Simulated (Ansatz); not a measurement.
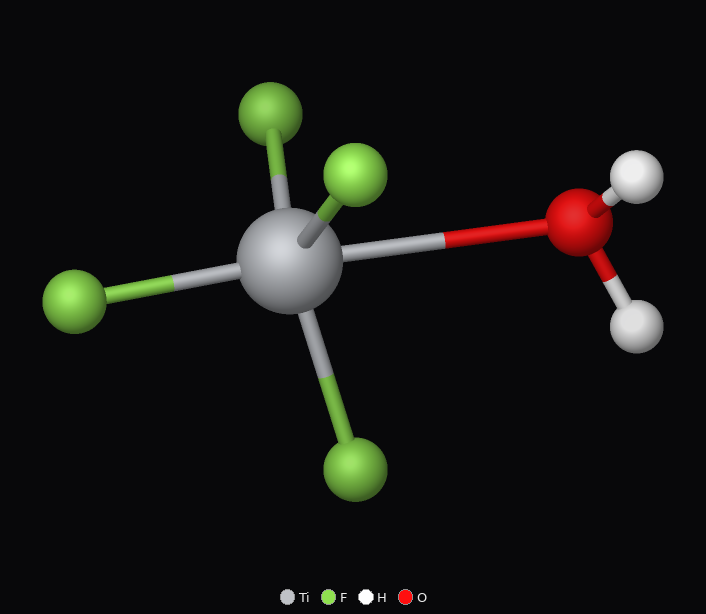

A ball-and-stick model of a molecule. Every bond is drawn as one stick, whatever its order.

Charge 0, singlet.

What is the molecular formula?

F4H2OTi, 8 atoms: 4 fluorine, 2 hydrogen, 1 oxygen and 1 titanium.

Count the bonded pairs by element.

4 F–Ti, 2 O–H, 1 O–Ti. Sticks follow a distance rule.

Which point group does it belong to?

Cs.

How many atoms are distinct by symmetry?

6: 1 Ti, 2 F, 1 F, 1 F, 2 H, 1 O.

More results for the same structure follow; atom numbers are the same in all pictures, views and colours differ. The geometry was computed by an optimisation with PBE0-D4/def2-TZVP.

Geometry

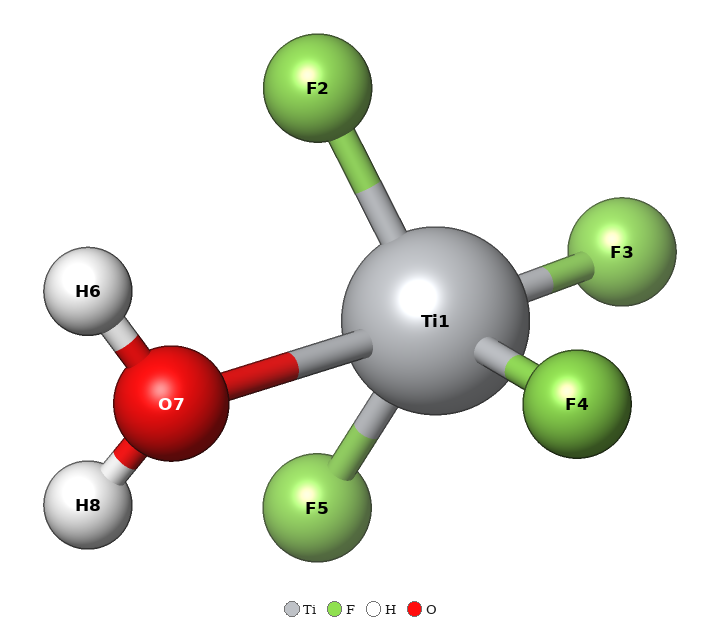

Numbered structure.

Which atoms are bonded, and how long are the bonds?

```
  bond  length (Å)
Ti1–F2       1.767
Ti1–F3       1.747
Ti1–F4       1.747
Ti1–F5       1.767
Ti1–O7       2.302
 H6–O7       0.962
 O7–H8       0.962
```

Charges

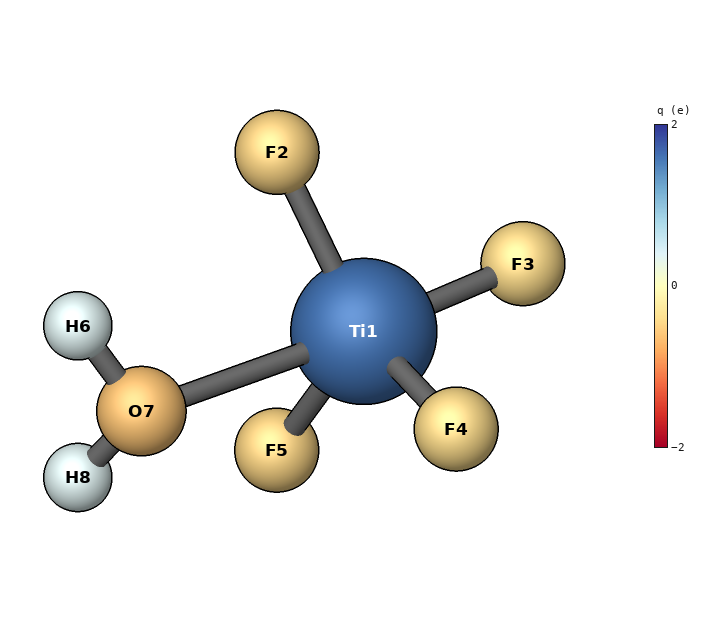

Atoms are coloured by their Mulliken charges. Level of theory: RKS PBE0-D4/def2-TZVP (Ansatz 0.2.0).

Which atom carries the highest charge (most positive or least negative)?

Ti1 (1.60 e).

And the lowest?

O7 (−0.60 e).

Give the Mulliken charges atom by atom.

```csv
atom,value (e)
Ti1,1.60
F2,−0.46
F3,−0.41
F4,−0.42
F5,−0.46
H6,0.37
O7,−0.60
H8,0.37
```

Dipole moment

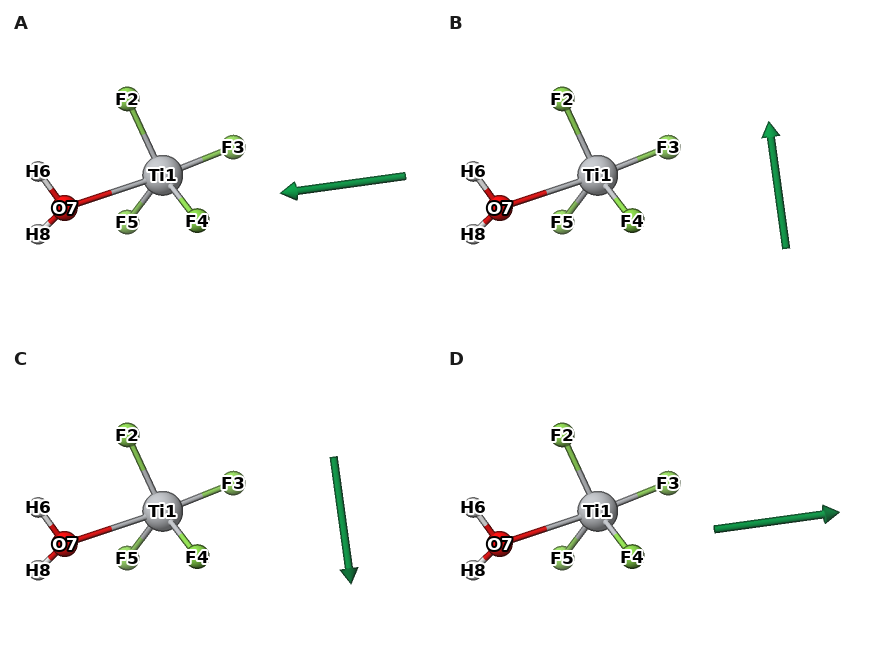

The same molecule four times, each with an arrow. Level of theory: RKS PBE0-D4/def2-TZVP (Ansatz 0.2.0).

Which arrow points along the dipole moment, from the negative to the positive end?

A. The dipole moment is 4.42 D; it points from the side of F3 to the side of H6, H8 (the outermost atoms at the two ends).

Thermal motion

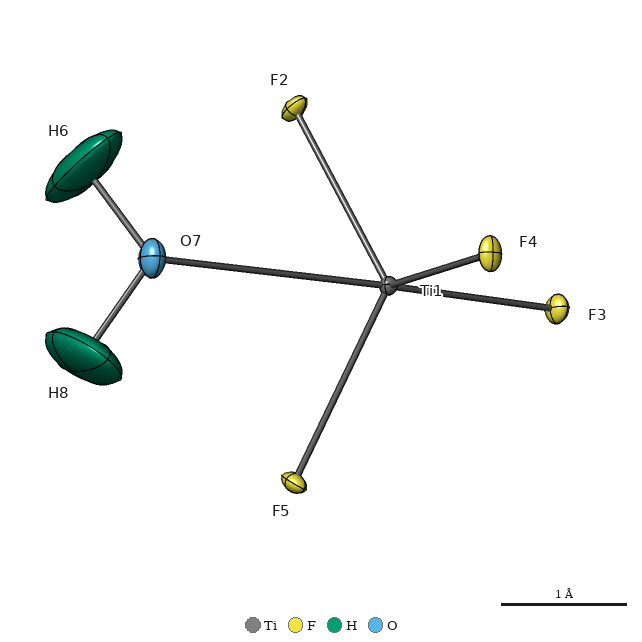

Displacement ellipsoids at the 50 % level, from the internal vibrations of the free molecule (harmonic, no overall translation or rotation; no half-axis is drawn under 0.075 Å). Vibrations computed with RKS PBE0-D4/def2-TZVP (Ansatz 0.2.0). Temperature: 200 K.

Which atom moves most?

H6, H8, with U_eq = 0.0729 Å².

Does H8 move more along its bond or across it?

Across it: the root-mean-square amplitude is 0.115 Å along the bond and up to 0.410 Å across, since bending and torsion are softer than stretching.

List U_eq and the three principal root-mean-square amplitudes for each kind of atom.

```csv
atom,U_eq (Å²),rms amplitudes (Å)
Ti1,0.00081,"0.028, 0.028, 0.029"
"F2, F5",0.0044,"0.042, 0.059, 0.090"
F3,0.0046,"0.041, 0.077, 0.079"
F4,0.0048,"0.041, 0.062, 0.094"
"H6, H8",0.0725,"0.096, 0.204, 0.408"
O7,0.0080,"0.068, 0.093, 0.103"
```

Mulliken values depend strongly on the basis set and can even reverse the polarity of a bond.
